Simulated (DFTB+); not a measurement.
CH$_{5}$ClFSi$_{2}$: geometry relaxation (part 1 of 2)

- system: CH$_{5}$ClFSi$_{2}$, multiplicity 2
- method: GFN1-xTB, R-SCC, dispersion built in (DFTB+ 25.1)

The geometry comes from this level: GFN2-xTB.

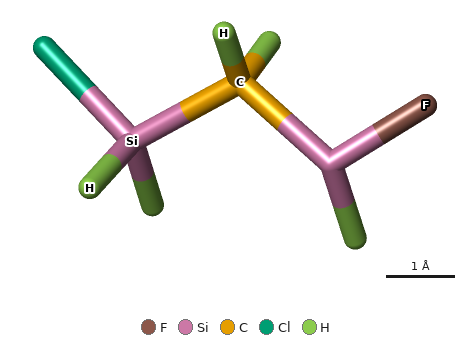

Figure 1. The input geometry (stick view, seen at a tilt).

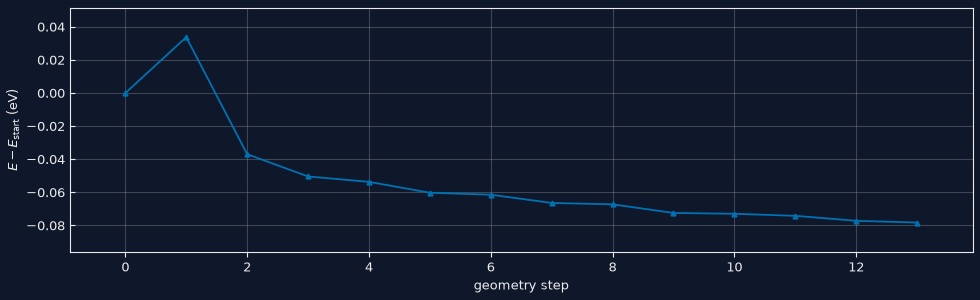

Figure 2. Progress of the relaxation, step by step (steps are counted from 0).

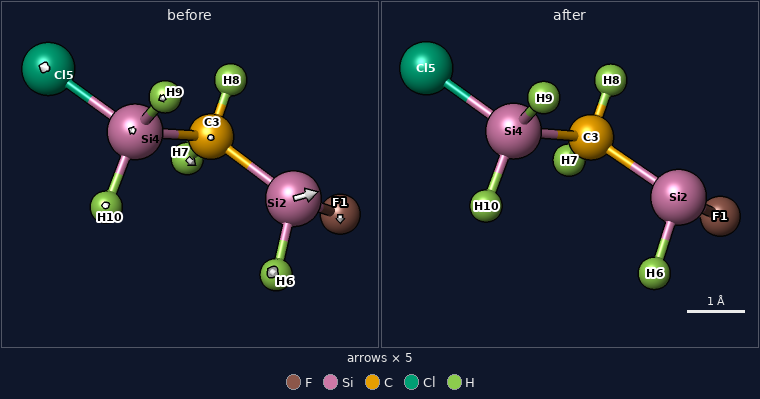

Figure 3. Before (left) and after (right) the relaxation, at one scale (ball-and-stick view, seen at a tilt). The white arrows give the displacements, magnified 5 times. The energy falls by 0.078 eV in 13 geometry steps. Si2 moves most after the best rigid fit: 0.096 Å. Largest moves by element: Si 0.096 Å, H 0.063 Å, Cl 0.050 Å, F 0.036 Å, C 0.019 Å. Distances before and after: Si2–C3 1.895 → 1.945 Å, F1–Si2 1.633 → 1.607 Å, Si2–H6 1.453 → 1.471 Å, C3–H7 1.093 → 1.105 Å. Among the angles that change: C3–Si2–H6 117.0° → 109.4°, Si2–C3–Si4 113.5° → 116.3°, F1–Si2–H6 102.1° → 99.7°. (Atoms are counted from 1 in the order of the input.)

The input that produced these results follows, with the program's output.

### Input file (dftb_in.hsd)
```
Geometry = xyzFormat {
  <<< "input.xyz"
}

Driver = gDIIS {
  MovedAtoms = 1:-1
  MaxForceComponent = 0.001
  MaxSteps = 100
  AppendGeometries = Yes
}

Hamiltonian = xTB {
  Method = "GFN1-xTB"
  Charge = 0
  Filling = Fermi {
    Temperature [K] = 300
  }
  SpinPolarisation = Colinear {
    UnpairedElectrons = 1
  }
  SpinConstants {
    ShellResolvedSpin = No
    F = 0.0
    Si = 0.0
    C = 0.0
    Cl = 0.0
    H = 0.0
  }
}

Analysis {
  PrintForces = Yes
}

Options {
  WriteResultsTag = Yes
}

InputVersion = 25.1
```

### File input.xyz
```
10

F     -2.138200    -2.157370     0.435280
Si    -1.444180    -1.010670    -0.497220
C     -0.265210    -0.048920     0.632360
Si     0.976860     1.029590    -0.312380
Cl     2.233440     1.914920     0.993760
H     -0.842850    -1.802960    -1.556890
H      0.268040    -0.776110     1.250720
H     -0.834950     0.572120     1.325320
H      0.268360     2.070000    -1.053160
H      1.778700     0.209390    -1.217790
```

Launch command:
```bash
dftb+ > run.log
```

### What the program printed
```
|  DFTB+ development version (commit: a23bfb2)

Reading input file 'dftb_in.hsd'
Parser version: 14

--------------------------------------------------------------------------------
WARNING!
-> This driver is deprecated and will be removed in future versions.
Please use the GeometryOptimisation driver instead.
Path: dftbplusinput/Driver/gDIIS
Line: 5-10 (File: dftb_in.hsd)

Processed input in HSD format written to 'dftb_pin.hsd'

Starting initialization...
--------------------------------------------------------------------------------
OpenMP threads:              1
Chosen random seed:          1865738705
Current stacksize:           unlimited
Mode:                        Modified gDIIS relaxation
WARNING!
-> This geometry optimisation method requires force related energies for accurate minimisation.
Self consistent charges:     Yes
SCC-tolerance:                 0.100000E-04
Max. scc iterations:                    100
Shell resolved Hubbard:      Yes
Spin polarisation:           Yes
Nr. of up electrons:            16.000000
Nr. of down electrons:          15.000000
Periodic boundaries:         No
Electronic solver:           Relatively robust
Mixer:                       Broyden mixer
Mixing parameter:                  0.200000
Nr. of chrg. vec. in memory:            100
Max. SCC-cycles:                        100
Nr. of moved atoms:                      10
Max. nr. of geometry steps:             100
Force tolerance:               0.100000E-02
tblite library version:      0.3.0
-> parametrization:          GFN1-xTB
-> repulsion:                Yes
-> dispersion:               Yes
-> halogen bonding:          Yes
-> electrostatics:           Yes
   -> isotropic:             Yes
   -> anisotropic:           No
   -> third-order:           Yes
Electronic temperature:              0.950045E-03 H      0.258520E-01 eV
Initial charges:             Set automatically (system chrg:   0.000E+00)
Included shells:             F:  s, p
                            Si:  s, p, d
                             C:  s, p
                            Cl:  s, p, d
                             H:  s, s2
Spin coupling constants:     F   1(s)-1(s):   0.000000E+00
                             F   1(s)-2(p):   0.000000E+00
                             F   2(p)-1(s):   0.000000E+00
                             F   2(p)-2(p):   0.000000E+00
                             Si  1(s)-1(s):   0.000000E+00
                             Si  1(s)-2(p):   0.000000E+00
                             Si  1(s)-3(d):   0.000000E+00
                             Si  2(p)-1(s):   0.000000E+00
                             Si  2(p)-2(p):   0.000000E+00
                             Si  2(p)-3(d):   0.000000E+00
                             Si  3(d)-1(s):   0.000000E+00
                             Si  3(d)-2(p):   0.000000E+00
                             Si  3(d)-3(d):   0.000000E+00
                             C   1(s)-1(s):   0.000000E+00
                             C   1(s)-2(p):   0.000000E+00
                             C   2(p)-1(s):   0.000000E+00
                             C   2(p)-2(p):   0.000000E+00
                             Cl  1(s)-1(s):   0.000000E+00
                             Cl  1(s)-2(p):   0.000000E+00
                             Cl  1(s)-3(d):   0.000000E+00
                             Cl  2(p)-1(s):   0.000000E+00
                             Cl  2(p)-2(p):   0.000000E+00
                             Cl  2(p)-3(d):   0.000000E+00
                             Cl  3(d)-1(s):   0.000000E+00
                             Cl  3(d)-2(p):   0.000000E+00
                             Cl  3(d)-3(d):   0.000000E+00
                             H   1(s)-1(s):   0.000000E+00
                             H   1(s)-2(s):   0.000000E+00
                             H   2(s)-1(s):   0.000000E+00
                             H   2(s)-2(s):   0.000000E+00
Extra options:
                             Mulliken analysis
Force type                   original

--------------------------------------------------------------------------------

***  Geometry step: 0

 iSCC Total electronic   Diff electronic      SCC error
    1   -0.18048824E+02    0.00000000E+00    0.64287668E+00
    2   -0.17837570E+02   -0.18048824E+02    0.45771242E+00
    3   -0.18084772E+02    0.21125398E+00    0.76001285E-01
    4   -0.18092821E+02   -0.24720150E+00    0.20992366E-01
    5   -0.18093573E+02   -0.80494896E-02    0.65691169E-02
    6   -0.18093625E+02   -0.75135768E-03    0.59343596E-02
    7   -0.18093633E+02   -0.51992547E-04    0.12879958E-02
    8   -0.18093635E+02   -0.82079020E-05    0.15028708E-02
    9   -0.18093636E+02   -0.22431440E-05    0.15043587E-03
   10   -0.18093636E+02   -0.84388810E-06    0.48823130E-04
   11   -0.18093636E+02   -0.12677543E-07    0.35079404E-04
   12   -0.18093636E+02   -0.55880456E-08    0.28770593E-04
   13   -0.18093636E+02   -0.35642245E-09    0.50409052E-05

Total Energy:                      -17.9912302706 H         -489.5663 eV
Extrapolated to 0K:                -17.9912302706 H         -489.5663 eV
Total Mermin free energy:          -17.9912302706 H         -489.5663 eV
Force related energy:              -17.9912302706 H         -489.5663 eV

Maximal force component:             0.241250E-01
Averaged force norm:                 0.100843E-01

--------------------------------------------------------------------------------

***  Geometry step: 1

 iSCC Total electronic   Diff electronic      SCC error
    1   -0.18093387E+02    0.00000000E+00    0.45006741E-02
    2   -0.18093406E+02    0.24922592E-03    0.28571411E-02
    3   -0.18093412E+02   -0.19401532E-04    0.17566242E-02
    4   -0.18093412E+02   -0.60552733E-05    0.51858304E-03
    5   -0.18093412E+02   -0.10598647E-06    0.10468833E-03
    6   -0.18093412E+02   -0.68096057E-07    0.34358364E-04
    7   -0.18093412E+02   -0.31874947E-08    0.20644408E-04
    8   -0.18093412E+02   -0.55531757E-09    0.39169612E-05

Total Energy:                      -17.9899896260 H         -489.5325 eV
Extrapolated to 0K:                -17.9899896260 H         -489.5325 eV
Total Mermin free energy:          -17.9899896260 H         -489.5325 eV
Force related energy:              -17.9899896260 H         -489.5325 eV

Maximal force component:             0.303118E-01
Averaged force norm:                 0.134286E-01

--------------------------------------------------------------------------------

***  Geometry step: 2

 iSCC Total electronic   Diff electronic      SCC error
    1   -0.18093417E+02    0.00000000E+00    0.15864498E-01
    2   -0.18093661E+02   -0.45127784E-05    0.93240256E-02
    3   -0.18093733E+02   -0.24415997E-03    0.60297666E-02
    4   -0.18093735E+02   -0.72495345E-04    0.18405025E-02
    5   -0.18093736E+02   -0.12864076E-05    0.38548124E-03
    6   -0.18093736E+02   -0.81089948E-06    0.17397680E-03
    7   -0.18093736E+02   -0.66484262E-07    0.68351601E-04
    8   -0.18093736E+02   -0.85121918E-08    0.14722566E-04
    9   -0.18093736E+02   -0.88987306E-09    0.40001277E-05

Total Energy:                      -17.9925873104 H         -489.6032 eV
Extrapolated to 0K:                -17.9925873104 H         -489.6032 eV
Total Mermin free energy:          -17.9925873104 H         -489.6032 eV
Force related energy:              -17.9925873104 H         -489.6032 eV

Maximal force component:             0.972094E-02
Averaged force norm:                 0.535910E-02

--------------------------------------------------------------------------------

***  Geometry step: 3

 iSCC Total electronic   Diff electronic      SCC error
    1   -0.18093140E+02    0.00000000E+00    0.71900999E-02
    2   -0.18093143E+02    0.59602673E-03    0.51732992E-02
    3   -0.18093143E+02   -0.29367502E-05    0.16226805E-02
    4   -0.18093144E+02   -0.74977503E-06    0.47152048E-03
    5   -0.18093144E+02   -0.37313298E-06    0.13096746E-03
    6   -0.18093144E+02   -0.16363817E-07    0.33410111E-04
    7   -0.18093144E+02   -0.30026435E-08    0.14142958E-04
    8   -0.18093144E+02   -0.22472335E-09    0.98417268E-06

Total Energy:                      -17.9930820304 H         -489.6167 eV
Extrapolated to 0K:                -17.9930820304 H         -489.6167 eV
Total Mermin free energy:          -17.9930820304 H         -489.6167 eV
Force related energy:              -17.9930820304 H         -489.6167 eV

Maximal force component:             0.524465E-02
Averaged force norm:                 0.397322E-02

--------------------------------------------------------------------------------

***  Geometry step: 4

 iSCC Total electronic   Diff electronic      SCC error
    1   -0.18092967E+02    0.00000000E+00    0.27451855E-02
    2   -0.18092969E+02    0.17662502E-03    0.17820837E-02
    3   -0.18092969E+02   -0.17896596E-05    0.79682298E-03
    4   -0.18092969E+02   -0.45092002E-06    0.28009474E-03
    5   -0.18092969E+02   -0.63228605E-07    0.49126524E-04
    6   -0.18092969E+02   -0.14142415E-07    0.19201363E-04
    7   -0.18092969E+02   -0.67819528E-09    0.90567619E-05

Total Energy:                      -17.9932014113 H         -489.6199 eV
Extrapolated to 0K:                -17.9932014113 H         -489.6199 eV
Total Mermin free energy:          -17.9932014113 H         -489.6199 eV
Force related energy:              -17.9932014113 H         -489.6199 eV

Maximal force component:             0.419234E-02
Averaged force norm:                 0.333070E-02

--------------------------------------------------------------------------------

***  Geometry step: 5

 iSCC Total electronic   Diff electronic      SCC error
    1   -0.18089605E+02    0.00000000E+00    0.11395063E-01
    2   -0.18089666E+02    0.33644952E-02    0.71775483E-02
    3   -0.18089681E+02   -0.60864054E-04    0.38303259E-02
    4   -0.18089682E+02   -0.15064796E-04    0.11900952E-02
    5   -0.18089682E+02   -0.10752949E-05    0.35083576E-03
    6   -0.18089682E+02   -0.38364993E-06    0.20495715E-03
    7   -0.18089682E+02   -0.14098255E-07    0.68944712E-04
    8   -0.18089682E+02   -0.76304794E-08    0.64509915E-05

Total Energy:                      -17.9934432629 H         -489.6265 eV
Extrapolated to 0K:                -17.9934432629 H         -489.6265 eV
Total Mermin free energy:          -17.9934432629 H         -489.6265 eV
Force related energy:              -17.9934432629 H         -489.6265 eV

Maximal force component:             0.619400E-02
Averaged force norm:                 0.454077E-02

--------------------------------------------------------------------------------

***  Geometry step: 6

 iSCC Total electronic   Diff electronic      SCC error
    1   -0.18089674E+02    0.00000000E+00    0.24071836E-03
    2   -0.18089674E+02    0.82597081E-05    0.15962534E-03
    3   -0.18089674E+02   -0.16587556E-07    0.90423513E-04
    4   -0.18089674E+02   -0.49276991E-08    0.26112096E-04
    5   -0.18089674E+02   -0.13440378E-08    0.69336186E-05
```
